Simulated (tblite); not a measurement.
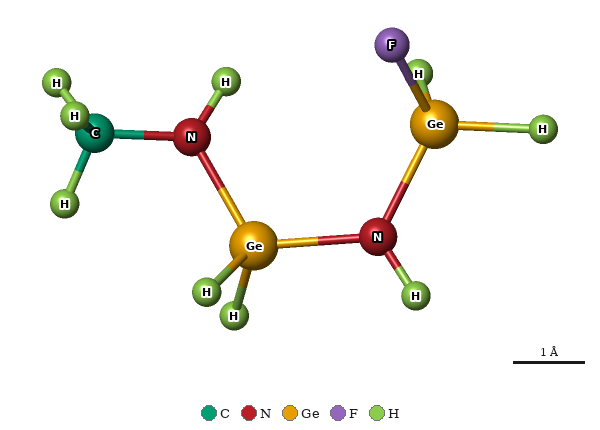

The starting structure (ball-and-stick view, seen on its broad side). Sticks mark near contacts. Bond lengths as drawn: C–H 1.11 to 1.12 Å, C–N 1.40 Å, F–Ge 1.76 Å, Ge–H 1.56 to 1.57 Å, Ge–N 1.80 to 1.82 Å and H–N 1.01 to 1.02 Å.

Run report: CH9FGe2N2, geometry relaxation

CH9FGe2N2, computed with GFN2-xTB geometry optimisation, gas phase (tblite 0.8.0).

## The program's output
```
step      E/eV     max force
  0    -576.75589    2.364
  1    -576.90418    0.874
  2    -576.95434    0.520
  3    -576.99111    0.450
  4    -577.01066    0.424
  5    -577.03862    0.391
  6    -577.05324    0.414
  7    -577.06328    0.259
  8    -577.07138    0.282
  9    -577.08285    0.301
 10    -577.09353    0.356
 11    -577.10339    0.297
 12    -577.11501    0.299
 13    -577.13129    0.417
 14    -577.15030    0.522
 15    -577.16854    0.416
 16    -577.18038    0.273
 17    -577.18267    0.523
 18    -577.18998    0.228
 19    -577.19416    0.182
 20    -577.19831    0.136
 21    -577.19982    0.113
 22    -577.20128    0.108
 23    -577.20285    0.103
 24    -577.20468    0.108
 25    -577.20603    0.082
 26    -577.20687    0.063
 27    -577.20748    0.061
 28    -577.20815    0.090
 29    -577.20904    0.134
 30    -577.21020    0.143
 31    -577.21147    0.095
 32    -577.21275    0.084
 33    -577.21424    0.088
 34    -577.21638    0.181
 35    -577.21942    0.242
 36    -577.22297    0.219
 37    -577.22618    0.111
 38    -577.22860    0.118
 39    -577.23094    0.170
 40    -577.23436    0.188
 41    -577.23788    0.231
 42    -577.24074    0.214
 43    -577.24321    0.134
 44    -577.24515    0.146
 45    -577.24710    0.109
 46    -577.24988    0.124
 47    -577.25299    0.120
 48    -577.25377    0.088
 49    -577.25480    0.077
 50    -577.25712    0.096
 51    -577.25899    0.136
 52    -577.26103    0.114
 53    -577.26204    0.070
 54    -577.26258    0.059
 55    -577.26305    0.095
 56    -577.26373    0.108
 57    -577.26486    0.094
 58    -577.26572    0.098
 59    -577.26641    0.069
 60    -577.26728    0.096
 61    -577.26829    0.075
 62    -577.26904    0.062
 63    -577.26973    0.076
 64    -577.27047    0.079
 65    -577.27121    0.070
 66    -577.27188    0.059
 67    -577.27253    0.063
 68    -577.27317    0.068
 69    -577.27395    0.071
 70    -577.27489    0.075
 71    -577.27578    0.059
 72    -577.27633    0.067
 73    -577.27697    0.090
 74    -577.27748    0.080
 75    -577.27831    0.060
 76    -577.27861    0.056
 77    -577.27939    0.066
 78    -577.28003    0.088
 79    -577.28080    0.067
 80    -577.28134    0.050
 81    -577.28174    0.048
 82    -577.28208    0.063
 83    -577.28239    0.050
 84    -577.28278    0.056
 85    -577.28321    0.051
 86    -577.28349    0.042
 87    -577.28379    0.046
 88    -577.28412    0.064
 89    -577.28443    0.048
 90    -577.28471    0.061
 91    -577.28495    0.048
 92    -577.28523    0.049
 93    -577.28553    0.044
 94    -577.28577    0.041
 95    -577.28591    0.037
 96    -577.28600    0.038
 97    -577.28611    0.030
 98    -577.28626    0.027
 99    -577.28640    0.029
100    -577.28650    0.023
101    -577.28657    0.022
102    -577.28667    0.023
103    -577.28681    0.029
104    -577.28695    0.036
105    -577.28705    0.025
106    -577.28713    0.024
107    -577.28719    0.020
108    -577.28729    0.023
109    -577.28744    0.045
110    -577.28758    0.039
111    -577.28771    0.048
112    -577.28782    0.018
113    -577.28791    0.019
114    -577.28795    0.017
115    -577.28801    0.021
116    -577.28807    0.022
117    -577.28815    0.023
118    -577.28823    0.022
119    -577.28833    0.027
120    -577.28843    0.036
121    -577.28856    0.041
122    -577.28869    0.035
123    -577.28876    0.023
124    -577.28880    0.014
125    -577.28884    0.016
126    -577.28891    0.023
127    -577.28900    0.029
128    -577.28909    0.027
129    -577.28914    0.016
130    -577.28917    0.008
```

## Trajectory as extended XYZ (Å, eV, eV/Å), 7 of the 131 frames kept, from step=0 to step=130
```
15
Properties=species:S:1:pos:R:3:forces:R:3 step=0 energy=-576.75589
C    -2.4835    0.2130   -0.1491   -2.2080  -0.4800   0.6020
N    -1.1195    0.3838   -0.3974    2.3070  -0.0890  -0.5100
Ge   -0.0509   -1.0774   -0.5640   -1.2390  -0.8390  -0.1920
N     1.7140   -0.8176   -0.3371    0.5470   0.2600   0.1040
Ge    2.3361    0.8305    0.0220    0.8670   0.7010  -0.6730
F     1.7085    1.4753    1.5342    0.0640  -0.1610  -0.2480
H    -3.1485    1.0162   -0.5263    0.5540  -0.2790   0.0000
H    -2.8163   -0.7415   -0.6114    0.0270   0.4320   0.1020
H    -2.7091    0.1036    0.9380    0.0800   0.1520  -0.3480
H    -0.7462    1.3090   -0.5498   -0.2650   0.0050   0.2270
H    -0.3129   -1.7168   -1.9698    0.1790   0.1350   0.3210
H    -0.5498   -2.1533    0.4565    0.1730   0.3640  -0.2570
H     2.3534   -1.6058   -0.4247   -0.3830   0.4520   0.0990
H     3.8951    0.8994    0.1166   -0.6080  -0.2120   0.1830
H     1.9251    1.8895   -1.0652   -0.0960  -0.4430   0.5910
15
Properties=species:S:1:pos:R:3:forces:R:3 step=22 energy=-577.20128
C    -2.5275    0.2269   -0.1797   -0.0080   0.0130   0.0050
N    -1.1291    0.2988   -0.5829    0.0570  -0.0470  -0.0300
Ge   -0.1053   -1.1930   -0.6137    0.0550  -0.0090   0.0100
N     1.6437   -0.6859   -0.4301    0.0110   0.0350   0.0610
Ge    2.3665    0.9133   -0.0797    0.0050   0.0180   0.0120
F     1.7851    1.5040    1.4737   -0.0260  -0.0270   0.0000
H    -3.0804    1.0720   -0.5952    0.0320   0.0010  -0.0200
H    -2.9565   -0.6953   -0.5749    0.0230   0.0500   0.0160
H    -2.6550    0.2326    0.9076   -0.0340  -0.0330  -0.0260
H    -0.6779    1.1058   -0.1719    0.0030   0.0350   0.0490
H    -0.2175   -1.8532   -1.9641   -0.0840  -0.0200  -0.0650
H    -0.4538   -2.2178    0.4506    0.0190  -0.0470   0.0450
H     2.2840   -1.4583   -0.3238   -0.0630  -0.0200  -0.0030
H     3.8385    0.7633    0.1420    0.0300   0.0270  -0.0230
H     1.8808    1.9948   -0.9854   -0.0180   0.0230  -0.0310
15
Properties=species:S:1:pos:R:3:forces:R:3 step=43 energy=-577.24321
C    -2.4813    0.2822   -0.2458    0.0020   0.0780  -0.0210
N    -1.0323    0.2532   -0.3618    0.0030   0.0400   0.0080
Ge   -0.0868   -1.2712   -0.5392   -0.0180   0.0390   0.0070
N     1.6575   -0.7205   -0.4608    0.0000  -0.0120   0.0440
Ge    2.2923    0.9266   -0.1526   -0.0050   0.0480   0.0110
F     1.7353    1.4852    1.4295    0.0140  -0.0220  -0.0190
H    -2.8729    1.2004   -0.6874    0.0150   0.0550  -0.0350
H    -2.8931   -0.5618   -0.8011    0.0200   0.0060   0.0870
H    -2.8237    0.2393    0.7930   -0.0250  -0.1160  -0.0370
H    -0.6069    0.9834    0.1999   -0.0360  -0.1290  -0.0010
H    -0.4307   -1.8187   -1.9111    0.0560   0.0190   0.0570
H    -0.2694   -2.3972    0.4830    0.0080   0.0680  -0.0400
H     2.3142   -1.4555   -0.2475   -0.0200  -0.0490  -0.0200
H     3.7805    0.8829    0.0102    0.0190   0.0000  -0.0090
H     1.7126    1.9796   -1.0358   -0.0330  -0.0230  -0.0330
15
Properties=species:S:1:pos:R:3:forces:R:3 step=65 energy=-577.27121
C    -2.4419    0.3287   -0.3059    0.0020   0.0090   0.0090
N    -0.9941    0.2337   -0.2013   -0.0180  -0.0020   0.0120
Ge   -0.0726   -1.2935   -0.4598   -0.0310   0.0170   0.0080
N     1.6693   -0.7606   -0.3641    0.0010   0.0080   0.0170
Ge    2.2458    0.9295   -0.2186    0.0410  -0.0400   0.0160
F     1.7786    1.5192    1.3762    0.0080   0.0210   0.0060
H    -2.7182    1.3243   -0.6576   -0.0200   0.0250   0.0040
H    -2.7982   -0.4044   -1.0301    0.0660   0.0110  -0.0190
H    -2.9533    0.1427    0.6425   -0.0050  -0.0160   0.0330
H    -0.6471    0.8215    0.5481   -0.0150  -0.0180  -0.0350
H    -0.4250   -1.7473   -1.8543   -0.0040  -0.0320  -0.0340
H    -0.2652   -2.4608    0.5047    0.0390   0.0120  -0.0200
H     2.3500   -1.4913   -0.2311   -0.0060   0.0170   0.0300
H     3.7458    0.9913   -0.1635   -0.0450  -0.0260  -0.0220
H     1.5218    1.8750   -1.1128   -0.0140   0.0140  -0.0060
15
Properties=species:S:1:pos:R:3:forces:R:3 step=87 energy=-577.28379
C    -2.4293    0.3457   -0.3334   -0.0450   0.0050  -0.0060
N    -0.9955    0.2148   -0.1422   -0.0160   0.0090   0.0160
Ge   -0.0775   -1.3094   -0.4337    0.0290   0.0060  -0.0350
N     1.6502   -0.7668   -0.2538    0.0210   0.0110   0.0030
Ge    2.2223    0.9292   -0.2608    0.0090   0.0020  -0.0030
F     1.9243    1.6229    1.3358    0.0110  -0.0200  -0.0140
H    -2.6855    1.3941   -0.4970    0.0080   0.0090   0.0140
H    -2.7116   -0.2180   -1.2220   -0.0020  -0.0310  -0.0040
H    -3.0160   -0.0267    0.5130    0.0030  -0.0020  -0.0050
H    -0.6931    0.7331    0.6735    0.0160   0.0170   0.0200
H    -0.3958   -1.7040   -1.8559   -0.0040  -0.0130  -0.0030
H    -0.2447   -2.5190    0.4756   -0.0220  -0.0040  -0.0020
H     2.3296   -1.4764   -0.0319   -0.0100  -0.0040   0.0220
H     3.7185    0.9748   -0.3646   -0.0130   0.0150   0.0030
H     1.3997    1.8137   -1.1301    0.0150   0.0010  -0.0070
15
Properties=species:S:1:pos:R:3:forces:R:3 step=108 energy=-577.28729
C    -2.4580    0.3232   -0.3195    0.0110   0.0010  -0.0120
N    -1.0142    0.2329   -0.1720   -0.0030  -0.0080   0.0090
Ge   -0.0758   -1.2827   -0.4657   -0.0170   0.0140   0.0060
N     1.6565   -0.7620   -0.2551   -0.0070   0.0160   0.0100
Ge    2.2574    0.9241   -0.2670    0.0050  -0.0020  -0.0080
F     1.9820    1.6188    1.3328    0.0010   0.0050  -0.0060
H    -2.7478    1.3665   -0.4602    0.0010  -0.0190   0.0010
H    -2.7489   -0.2414   -1.2058    0.0070   0.0040   0.0130
H    -3.0072   -0.0783    0.5387    0.0030   0.0080  -0.0010
H    -0.6980    0.7661    0.6298   -0.0120   0.0020   0.0020
H    -0.3635   -1.6709   -1.8951   -0.0040  -0.0020  -0.0050
H    -0.2771   -2.4944    0.4358   -0.0020  -0.0010  -0.0170
H     2.2889   -1.4635    0.0952    0.0150  -0.0090   0.0020
H     3.7528    0.9571   -0.3747   -0.0010  -0.0010   0.0030
H     1.4485    1.8125   -1.1449    0.0030  -0.0070   0.0010
15
Properties=species:S:1:pos:R:3:forces:R:3 step=130 energy=-577.28917
C    -2.4718    0.3090   -0.3127   -0.0060  -0.0010   0.0020
N    -1.0323    0.2285   -0.1308   -0.0020   0.0020  -0.0020
Ge   -0.0760   -1.2626   -0.4760   -0.0010  -0.0050   0.0050
N     1.6500   -0.7542   -0.2006    0.0000  -0.0020   0.0020
Ge    2.2816    0.9180   -0.2848    0.0040   0.0000   0.0030
F     2.0406    1.6782    1.2897   -0.0020  -0.0010  -0.0050
H    -2.7680    1.3491   -0.4600    0.0000   0.0030   0.0000
H    -2.7368   -0.2581   -1.2050   -0.0040   0.0010  -0.0020
H    -3.0374   -0.0972    0.5323   -0.0010   0.0000   0.0010
H    -0.7398    0.7404    0.6928    0.0040   0.0060   0.0020
H    -0.3423   -1.5767   -1.9282    0.0070  -0.0010   0.0030
H    -0.2864   -2.5203    0.3564    0.0040  -0.0020  -0.0060
H     2.2618   -1.4496    0.1959    0.0000  -0.0030  -0.0020
H     3.7767    0.9230   -0.4069   -0.0030   0.0000   0.0000
H     1.4756    1.7805   -1.1897    0.0000   0.0020  -0.0010
```

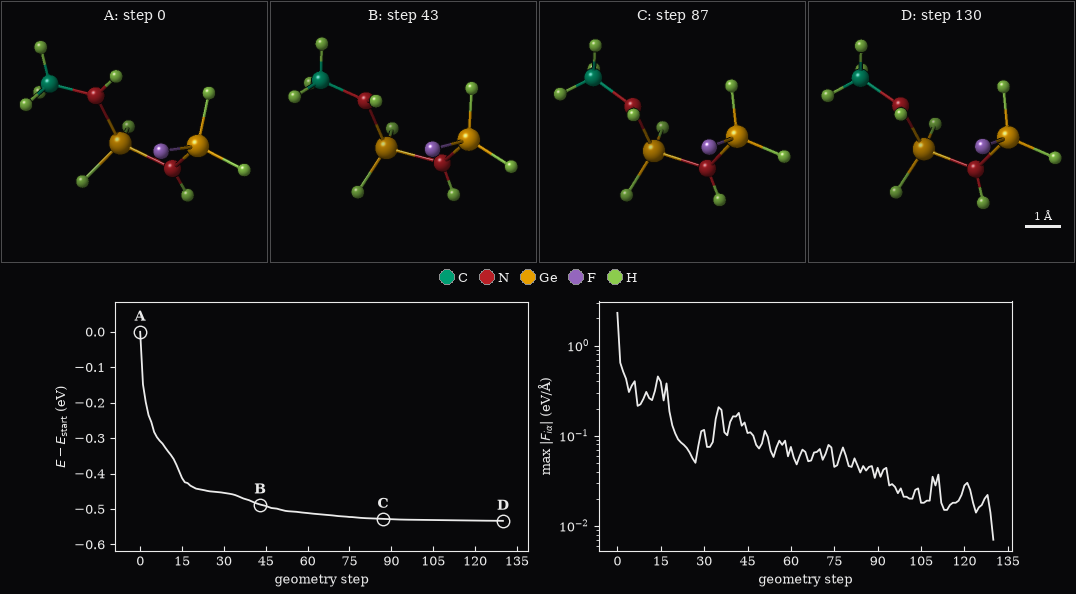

Frames of the relaxation (ball-and-stick view, seen at a tilt) above the curves, on which the letters mark them (steps are counted from 0).

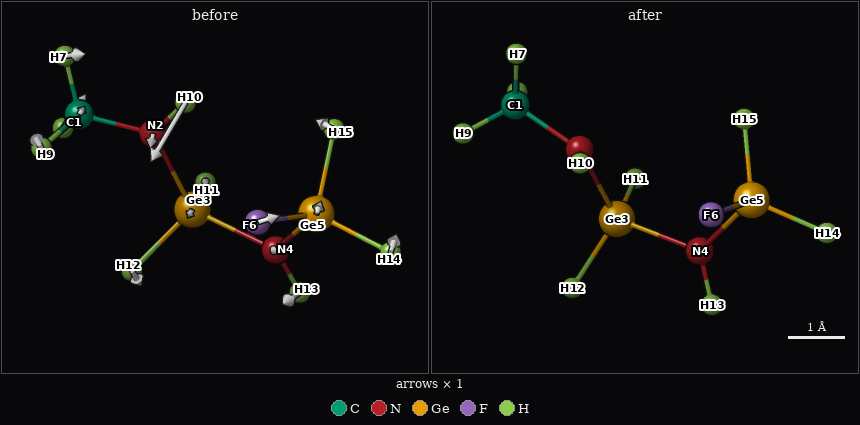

Before (left) and after (right) the relaxation, at one scale (ball-and-stick view, seen at a tilt). The white arrows give the displacements, at true length. The atom that moves furthest after the best rigid fit is H10 (1.36 Å). By element the largest moves are H 1.36 Å, F 0.45 Å, N 0.31 Å, Ge 0.31 Å, C 0.21 Å. Among the contacts that change: Ge5–H15 1.572 → 1.487 Å, Ge5–H14 1.563 → 1.500 Å, Ge3–H11 1.566 → 1.509 Å, C1–N2 1.397 → 1.453 Å. Among the angles that change: H14–Ge5–H15 105.8° → 119.3°, N2–Ge3–N4 116.7° → 104.0°, N2–Ge3–H12 107.8° → 120.3°. Over 130 geometry steps the energy falls by 0.533 eV. Largest force component: 2.3 eV/Å at the start, 0.007 eV/Å at the end. (Atoms are counted from 1 in the order of the input.)

This output came from the following input.

## Input
```
{"job": {"kind": "relax", "xc": "GFN2-xTB", "basis": "xTB"}, "charge": 0, "multiplicity": 1}
C     -2.483500     0.213000    -0.149100
N     -1.119500     0.383800    -0.397400
Ge    -0.050900    -1.077400    -0.564000
N      1.714000    -0.817600    -0.337100
Ge     2.336100     0.830500     0.022000
F      1.708500     1.475300     1.534200
H     -3.148500     1.016200    -0.526300
H     -2.816300    -0.741500    -0.611400
H     -2.709100     0.103600     0.938000
H     -0.746200     1.309000    -0.549800
H     -0.312900    -1.716800    -1.969800
H     -0.549800    -2.153300     0.456500
H      2.353400    -1.605800    -0.424700
H      3.895100     0.899400     0.116600
H      1.925100     1.889500    -1.065200
```

The first line tells a small driver script what to run in tblite; the rest is the geometry in Å.

Launched with:
```bash
OMP_NUM_THREADS=1 python <driver script> task.json out
```

## Results in brief

| quantity | value |
| --- | --- |
| outcome | converged |
| total energy | −577.2892 eV |
| hardware | 1 CPU thread, shared host |
| wall time | 2.8 s |
| peak memory | 0.18 GiB |
